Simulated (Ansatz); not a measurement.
System Au2S3 (space group P-3m1, No. 164); source of the atomic positions: the end point of a relaxation with Ansatz, DFT PBE+D3(BJ), scalar-relativistic, plane waves, PAW; the starting structure was generated, so it need not be a known form of this composition.

```cif
data_structure
_symmetry_space_group_name_H-M 'P-3m1'
_symmetry_Int_Tables_number 164
_cell_length_a 3.6744
_cell_length_b 3.6744
_cell_length_c 8.0108
_cell_angle_alpha 90.000
_cell_angle_beta 90.000
_cell_angle_gamma 120.000
_cell_volume 93.66
loop_
_atom_site_label
_atom_site_type_symbol
_atom_site_symmetry_multiplicity
_atom_site_Wyckoff_symbol
_atom_site_fract_x
_atom_site_fract_y
_atom_site_fract_z
_atom_site_occupancy
S1 S 1 a 0.00000 0.00000 0.00000 1
S2 S 2 d 0.33333 0.66667 0.34624 1
Au1 Au 2 d 0.66667 0.33333 0.19343 1
```

Describe how the polyhedra about Au are linked (bonds: Au–S below 3 Å).

Au: AuS6 octahedron, sharing edges with nine neighbours and corners with three neighbours.

They form layers of corner- and edge-sharing octahedra parallel to (001).

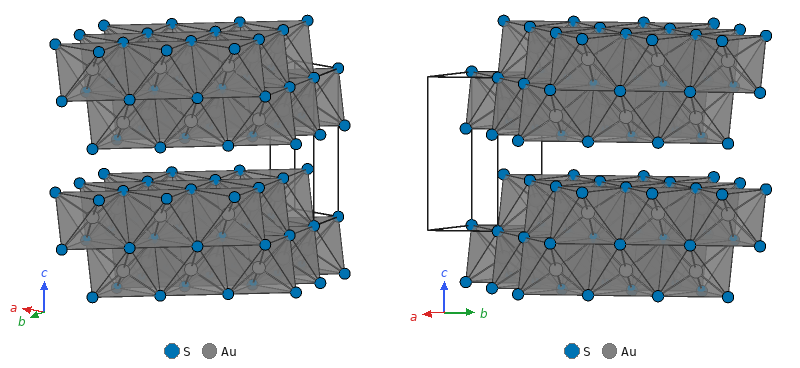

Polyhedra are drawn about Au (bonds: Au–S below 3 Å); other atoms are plain spheres. Two views of the same piece.
